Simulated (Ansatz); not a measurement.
Molecular dynamics, with input and output: BSiNH5ClO (part 3 of 3)

BSiNH5ClO; RKS BLYP-d3bjatm/6-31G* (Ansatz 0.2.0). The geometry comes from this level: PBE0-D4/def2-TZVP.

Geometry of the input (Å):
```
N  -1.0838  -1.1905  -0.3534
B  0.1034  -0.6637  0.1532
O  0.9991  -1.5259  0.7371
Si 0.4115  1.3373  -0.0138
Cl -1.2240  2.1896  -0.9659
H  -1.7838  -0.6197  -0.7933
H  -1.3055  -2.1721  -0.3067
H  1.7970  -1.1144  1.0679
H  0.5562  2.0238  1.2988
H  1.6131  1.6842  -0.8207
```

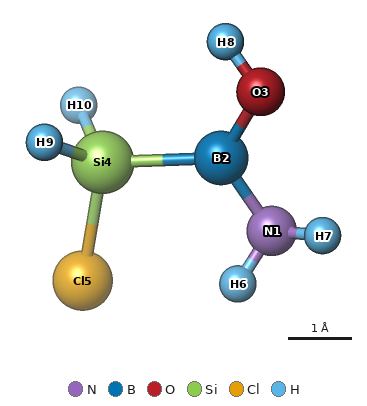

*The geometry at step 40 of the log (ball-and-stick view, seen at a tilt; atoms are numbered from 1 in the order of the input).*

Trajectory as extended XYZ, continued
```
10
Properties=species:S:1:pos:R:3:forces:R:3 step=29 time_fs=14.5 energy=-24695.59463 temperature=378.3
N    -1.0807   -1.1431   -0.4742   -1.0410   0.1247   2.0604
B     0.1220   -0.6110    0.1593    0.3242  -1.2732  -0.2021
O     0.9879   -1.5046    0.7745    0.6641  -0.7259   0.2852
Si    0.4183    1.3340   -0.0058    1.1429   0.2829   0.0237
Cl   -1.2320    2.1493   -0.9615   -0.8426   0.5708   0.0652
H    -1.8420   -0.4383   -0.3463    0.4417  -0.2668  -0.7852
H    -1.4988   -1.9986   -0.0155    0.8804   0.3696  -0.7062
H     1.9468   -1.4305    1.0737   -1.5415   0.7373  -0.6431
H     0.8244    1.8721    1.3548   -0.3502   0.2798  -0.2809
H     1.4710    1.7479   -0.9826    0.3218  -0.0993   0.1831
10
Properties=species:S:1:pos:R:3:forces:R:3 step=30 time_fs=15.0 energy=-24695.60720 temperature=390.8
N    -1.0812   -1.1400   -0.4761   -1.2844  -0.2121   2.3113
B     0.1231   -0.6089    0.1579    0.2935  -1.4097  -0.1618
O     0.9878   -1.5075    0.7767    0.3881  -0.5849   0.1381
Si    0.4203    1.3336   -0.0052    0.9823   0.2405  -0.1216
Cl   -1.2333    2.1485   -0.9614   -0.8004   0.5504   0.0786
H    -1.8469   -0.4310   -0.3500    0.5729  -0.4492  -0.7704
H    -1.4992   -2.0138   -0.0075    1.0494   0.9012  -0.9529
H     1.9416   -1.4114    1.0645   -1.2993   0.6882  -0.5421
H     0.8219    1.8761    1.3385   -0.3009   0.3451  -0.0653
H     1.4707    1.7460   -0.9742    0.3989  -0.0695   0.0861
10
Properties=species:S:1:pos:R:3:forces:R:3 step=31 time_fs=15.5 energy=-24695.61711 temperature=400.7
N    -1.0820   -1.1368   -0.4776   -1.3936  -0.4621   2.4826
B     0.1243   -0.6071    0.1565    0.2477  -1.5396  -0.1281
O     0.9878   -1.5104    0.7789    0.0105  -0.4599  -0.0378
Si    0.4224    1.3334   -0.0046    0.8172   0.1888  -0.2810
Cl   -1.2346    2.1478   -0.9613   -0.7559   0.5282   0.0912
H    -1.8505   -0.4248   -0.3556    0.6494  -0.5822  -0.7449
H    -1.4970   -2.0268   -0.0017    1.1417   1.2963  -1.1279
H     1.9332   -1.3906    1.0540   -0.9427   0.6535  -0.4087
H     0.8188    1.8810    1.3220   -0.2470   0.4172   0.1643
H     1.4713    1.7439   -0.9656    0.4726  -0.0401  -0.0097
10
Properties=species:S:1:pos:R:3:forces:R:3 step=33 time_fs=16.5 energy=-24695.64766 temperature=430.7
N    -1.0843   -1.1308   -0.4794   -1.2377  -0.7572   2.6134
B     0.1269   -0.6045    0.1537    0.1108  -1.7626  -0.0860
O     0.9877   -1.5166    0.7833   -0.9153  -0.2874  -0.4204
Si    0.4269    1.3328   -0.0034    0.5034   0.0757  -0.6164
Cl   -1.2375    2.1465   -0.9612   -0.6605   0.4787   0.1130
H    -1.8528   -0.4167   -0.3720    0.6292  -0.6833  -0.6666
H    -1.4844   -2.0429    0.0016    1.1310   1.7102  -1.2848
H     1.9109   -1.3444    1.0304   -0.0164   0.6476  -0.0953
H     0.8108    1.8939    1.2906   -0.1376   0.5674   0.6229
H     1.4761    1.7395   -0.9488    0.5930   0.0107  -0.1798
10
Properties=species:S:1:pos:R:3:forces:R:3 step=34 time_fs=17.0 energy=-24695.67585 temperature=458.2
N    -1.0858   -1.1280   -0.4797   -0.9903  -0.8185   2.5846
B     0.1282   -0.6039    0.1523    0.0209  -1.8474  -0.0789
O     0.9874   -1.5197    0.7854   -1.3448  -0.2369  -0.5885
Si    0.4291    1.3326   -0.0030    0.3711   0.0275  -0.7732
Cl   -1.2390    2.1459   -0.9611   -0.6102   0.4516   0.1220
H    -1.8517   -0.4151   -0.3826    0.5334  -0.6496  -0.6176
H    -1.4740   -2.0450   -0.0014    1.0419   1.7410  -1.2758
H     1.8991   -1.3189    1.0181    0.4364   0.6689   0.0486
H     0.8063    1.9024    1.2770   -0.0897   0.6343   0.8241
H     1.4805    1.7373   -0.9410    0.6312   0.0290  -0.2453
10
Properties=species:S:1:pos:R:3:forces:R:3 step=35 time_fs=17.5 energy=-24695.71640 temperature=497.4
N    -1.0874   -1.1253   -0.4794   -0.6412  -0.8176   2.4954
B     0.1295   -0.6036    0.1508   -0.0815  -1.9096  -0.0807
O     0.9870   -1.5229    0.7874   -1.6472  -0.1889  -0.7139
Si    0.4314    1.3323   -0.0025    0.2657  -0.0051  -0.9072
Cl   -1.2406    2.1454   -0.9610   -0.5586   0.4234   0.1295
H    -1.8493   -0.4150   -0.3948    0.3853  -0.5630  -0.5655
H    -1.4611   -2.0429   -0.0074    0.9012   1.6510  -1.2091
H     1.8883   -1.2919    1.0059    0.7783   0.6827   0.1581
H     0.8015    1.9123    1.2652   -0.0520   0.6863   0.9863
H     1.4865    1.7352   -0.9337    0.6500   0.0409  -0.2929
10
Properties=species:S:1:pos:R:3:forces:R:3 step=36 time_fs=18.0 energy=-24695.76921 temperature=548.2
N    -1.0891   -1.1228   -0.4788   -0.2001  -0.7368   2.3440
B     0.1308   -0.6038    0.1493   -0.1941  -1.9469  -0.0901
O     0.9863   -1.5260    0.7893   -1.7529  -0.1147  -0.7834
Si    0.4338    1.3321   -0.0022    0.1930  -0.0144  -1.0072
Cl   -1.2422    2.1448   -0.9608   -0.5060   0.3943   0.1356
H    -1.8460   -0.4163   -0.4082    0.1928  -0.4304  -0.5136
H    -1.4461   -2.0369   -0.0162    0.7092   1.4281  -1.0811
H     1.8795   -1.2632    0.9941    0.9389   0.6593   0.2203
H     0.7966    1.9239    1.2559   -0.0278   0.7162   1.0958
H     1.4940    1.7332   -0.9271    0.6469   0.0455  -0.3203
10
Properties=species:S:1:pos:R:3:forces:R:3 step=37 time_fs=18.5 energy=-24695.82911 temperature=605.4
N    -1.0909   -1.1204   -0.4777    0.3184  -0.5488   2.1273
B     0.1321   -0.6043    0.1478   -0.3136  -1.9580  -0.1049
O     0.9853   -1.5293    0.7911   -1.6310   0.0147  -0.7963
Si    0.4361    1.3318   -0.0019    0.1563   0.0056  -1.0644
Cl   -1.2438    2.1443   -0.9607   -0.4527   0.3648   0.1401
H    -1.8423   -0.4186   -0.4230   -0.0310  -0.2638  -0.4655
H    -1.4293   -2.0274   -0.0277    0.4655   1.0559  -0.8871
H     1.8728   -1.2330    0.9828    0.8863   0.5693   0.2347
H     0.7917    1.9372    1.2491   -0.0192   0.7177   1.1428
H     1.5030    1.7313   -0.9213    0.6209   0.0426  -0.3266
10
Properties=species:S:1:pos:R:3:forces:R:3 step=38 time_fs=19.0 energy=-24695.88536 temperature=658.9
N    -1.0927   -1.1181   -0.4763    0.8906  -0.2229   1.8448
B     0.1333   -0.6054    0.1463   -0.4363  -1.9430  -0.1223
O     0.9841   -1.5325    0.7928   -1.3035   0.2159  -0.7651
Si    0.4385    1.3316   -0.0018    0.1554   0.0583  -1.0745
Cl   -1.2454    2.1439   -0.9606   -0.3992   0.3353   0.1431
H    -1.8386   -0.4216   -0.4388   -0.2667  -0.0814  -0.4245
H    -1.4115   -2.0155   -0.0413    0.1732   0.5215  -0.6252
H     1.8683   -1.2014    0.9720    0.6403   0.3967   0.2126
H     0.7867    1.9522    1.2451   -0.0264   0.6869   1.1233
H     1.5136    1.7295   -0.9163    0.5724   0.0327  -0.3124
10
Properties=species:S:1:pos:R:3:forces:R:3 step=40 time_fs=20.0 energy=-24695.93779 temperature=708.9
N    -1.0956   -1.1135   -0.4726    2.0308   0.8806   1.1337
B     0.1353   -0.6087    0.1432   -0.6741  -1.8397  -0.1512
O     0.9812   -1.5387    0.7958   -0.3141   0.8013  -0.6489
Si    0.4433    1.3311   -0.0017    0.2441   0.2579  -0.9611
Cl   -1.2488    2.1430   -0.9603   -0.2926   0.2776   0.1445
H    -1.8336   -0.4277   -0.4734   -0.6700   0.2324  -0.3697
H    -1.3753   -1.9894   -0.0722   -0.5019  -0.9738   0.0487
H     1.8629   -1.1359    0.9520   -0.1596  -0.1603   0.1338
H     0.7765    1.9869    1.2450   -0.0795   0.5280   0.9021
H     1.5386    1.7261   -0.9084    0.4170  -0.0040  -0.2319
10
Properties=species:S:1:pos:R:3:forces:R:3 step=41 time_fs=20.5 energy=-24695.92530 temperature=697.6
N    -1.0965   -1.1110   -0.4704    2.4791   1.5618   0.7779
B     0.1361   -0.6110    0.1416   -0.7814  -1.7556  -0.1564
O     0.9796   -1.5417    0.7971    0.1885   1.1329  -0.5978
Si    0.4457    1.3309   -0.0018    0.3193   0.3943  -0.8526
Cl   -1.2505    2.1425   -0.9601   -0.2404   0.2502   0.1430
H    -1.8333   -0.4300   -0.4920   -0.7832   0.3125  -0.3525
H    -1.3586   -1.9789   -0.0879   -0.8223  -1.7863   0.3809
H     1.8602   -1.1034    0.9425   -0.5593  -0.4899   0.1081
H     0.7711    2.0064    1.2483   -0.1178   0.4076   0.7223
H     1.5527    1.7245   -0.9053    0.3176  -0.0276  -0.1728
10
Properties=species:S:1:pos:R:3:forces:R:3 step=42 time_fs=21.0 energy=-24695.90007 temperature=674.4
N    -1.0971   -1.1082   -0.4680    2.7560   2.1582   0.5010
B     0.1368   -0.6137    0.1399   -0.8765  -1.6531  -0.1523
O     0.9781   -1.5445    0.7984    0.6190   1.4493  -0.5631
Si    0.4481    1.3307   -0.0020    0.4039   0.5443  -0.7237
Cl   -1.2523    2.1421   -0.9600   -0.1892   0.2240   0.1402
H    -1.8349   -0.4316   -0.5116   -0.8105   0.3179  -0.3353
H    -1.3439   -1.9727   -0.1027   -1.0700  -2.4461   0.6222
H     1.8561   -1.0721    0.9333   -0.8843  -0.8113   0.1018
H     0.7655    2.0267    1.2534   -0.1579   0.2689   0.5160
H     1.5676    1.7227   -0.9027    0.2095  -0.0522  -0.1067
10
Properties=species:S:1:pos:R:3:forces:R:3 step=43 time_fs=21.5 energy=-24695.88098 temperature=656.7
N    -1.0972   -1.1051   -0.4656    2.8122   2.4986   0.3586
B     0.1372   -0.6168    0.1382   -0.9567  -1.5344  -0.1375
O     0.9767   -1.5471    0.7996    0.9492   1.7259  -0.5464
Si    0.4506    1.3305   -0.0022    0.4897   0.6985  -0.5853
Cl   -1.2540    2.1417   -0.9598   -0.1394   0.1994   0.1361
H    -1.8385   -0.4325   -0.5319   -0.7460   0.2463  -0.3113
H    -1.3317   -1.9724   -0.1160   -1.2030  -2.7792   0.7096
H     1.8499   -1.0427    0.9243   -1.1079  -1.0989   0.1157
H     0.7595    2.0478    1.2597   -0.1959   0.1198   0.2984
H     1.5830    1.7208   -0.9003    0.0976  -0.0762  -0.0380
10
Properties=species:S:1:pos:R:3:forces:R:3 step=44 time_fs=22.0 energy=-24695.88116 temperature=656.8
N    -1.0968   -1.1016   -0.4631    2.6380   2.4650   0.3675
B     0.1374   -0.6202    0.1365   -1.0193  -1.4022  -0.1116
O     0.9754   -1.5495    0.8007    1.1682   1.9450  -0.5463
Si    0.4531    1.3305   -0.0025    0.5696   0.8484  -0.4467
Cl   -1.2558    2.1414   -0.9596   -0.0910   0.1764   0.1309
H    -1.8438   -0.4328   -0.5529   -0.5976   0.1095  -0.2750
H    -1.3224   -1.9786   -0.1276   -1.2053  -2.6779   0.6208
H     1.8410   -1.0159    0.9156   -1.2204  -1.3343   0.1478
H     0.7530    2.0691    1.2667   -0.2285  -0.0318   0.0829
H     1.5986    1.7188   -0.8980   -0.0138  -0.0981   0.0297
10
Properties=species:S:1:pos:R:3:forces:R:3 step=45 time_fs=22.5 energy=-24695.89930 temperature=673.5
N    -1.0959   -1.0976   -0.4606    2.2679   2.0552   0.4914
B     0.1375   -0.6239    0.1348   -1.0623  -1.2588  -0.0751
O     0.9742   -1.5515    0.8017    1.2747   2.0945  -0.5601
Si    0.4557    1.3305   -0.0029    0.6382   0.9867  -0.3152
Cl   -1.2575    2.1410   -0.9594   -0.0441   0.1549   0.1249
H    -1.8505   -0.4328   -0.5746   -0.3837  -0.0708  -0.2231
H    -1.3160   -1.9913   -0.1377   -1.0945  -2.1610   0.3895
H     1.8293   -0.9923    0.9073   -1.2217  -1.5045   0.1950
H     0.7460    2.0903    1.2739   -0.2538  -0.1796  -0.1203
H     1.6142    1.7165   -0.8956   -0.1207  -0.1167   0.0931
10
Properties=species:S:1:pos:R:3:forces:R:3 step=47 time_fs=23.5 energy=-24695.93316 temperature=704.7
N    -1.0931   -1.0887   -0.4552    1.2000   0.5849   0.8034
B     0.1367   -0.6321    0.1313   -1.0812  -0.9478   0.0247
O     0.9725   -1.5546    0.8034    1.1587   2.1504  -0.6196
Si    0.4610    1.3307   -0.0036    0.7266   1.2087  -0.0905
Cl   -1.2611    2.1403   -0.9590    0.0450   0.1158   0.1107
H    -1.8661   -0.4338   -0.6195    0.1407  -0.4585  -0.0765
H    -1.3106   -2.0303   -0.1559   -0.6993  -0.4577  -0.2109
H     1.7972   -0.9562    0.8921   -0.9028  -1.6108   0.3238
H     0.7300    2.1311    1.2871   -0.2789  -0.4442  -0.4623
H     1.6442    1.7110   -0.8901   -0.3088  -0.1409   0.1973
10
Properties=species:S:1:pos:R:3:forces:R:3 step=48 time_fs=24.0 energy=-24695.92450 temperature=696.4
N    -1.0913   -1.0840   -0.4523    0.6253  -0.1956   0.8795
B     0.1360   -0.6366    0.1295   -1.0542  -0.7831   0.0849
O     0.9720   -1.5557    0.8042    0.9417   2.0422  -0.6611
Si    0.4637    1.3310   -0.0040    0.7423   1.2866  -0.0007
Cl   -1.2628    2.1400   -0.9588    0.0875   0.0977   0.1030
H    -1.8738   -0.4357   -0.6423    0.4022  -0.6202   0.0099
H    -1.3107   -2.0526   -0.1653   -0.4912   0.4036  -0.4571
H     1.7777   -0.9439    0.8856   -0.5897  -1.5303   0.4010
H     0.7211    2.1501    1.2921   -0.2787  -0.5549  -0.5942
H     1.6582    1.7078   -0.8867   -0.3853  -0.1460   0.2349
10
Properties=species:S:1:pos:R:3:forces:R:3 step=49 time_fs=24.5 energy=-24695.89574 temperature=669.0
N    -1.0894   -1.0794   -0.4493    0.0785  -0.8899   0.8752
B     0.1351   -0.6412    0.1278   -1.0014  -0.6126   0.1498
O     0.9715   -1.5565    0.8048    0.6252   1.8364  -0.7079
Si    0.4665    1.3314   -0.0043    0.7379   1.3404   0.0738
Cl   -1.2646    2.1396   -0.9585    0.1286   0.0803   0.0949
H    -1.8804   -0.4391   -0.6651    0.6363  -0.7391   0.0971
H    -1.3120   -2.0738   -0.1759   -0.3046   1.1331  -0.6302
H     1.7567   -0.9352    0.8800   -0.1817  -1.3535   0.4841
H     0.7114    2.1678    1.2958   -0.2707  -0.6491  -0.6985
H     1.6713    1.7042   -0.8827   -0.4479  -0.1461   0.2617
10
Properties=species:S:1:pos:R:3:forces:R:3 step=50 time_fs=25.0 energy=-24695.85283 temperature=628.0
N    -1.0875   -1.0749   -0.4461   -0.4190  -1.4723   0.7986
B     0.1339   -0.6460    0.1260   -0.9223  -0.4356   0.2179
O     0.9712   -1.5570    0.8054    0.2222   1.5350  -0.7576
Si    0.4694    1.3319   -0.0047    0.7132   1.3698   0.1340
Cl   -1.2664    2.1393   -0.9583    0.1684   0.0634   0.0866
H    -1.8856   -0.4442   -0.6876    0.8287  -0.8061   0.1786
H    -1.3139   -2.0924   -0.1880   -0.1464   1.6956  -0.7304
H     1.7354   -0.9298    0.8757    0.3065  -1.0826   0.5706
H     0.7012    2.1839    1.2978   -0.2557  -0.7259  -0.7754
H     1.6834    1.7003   -0.8781   -0.4956  -0.1414   0.2772
```
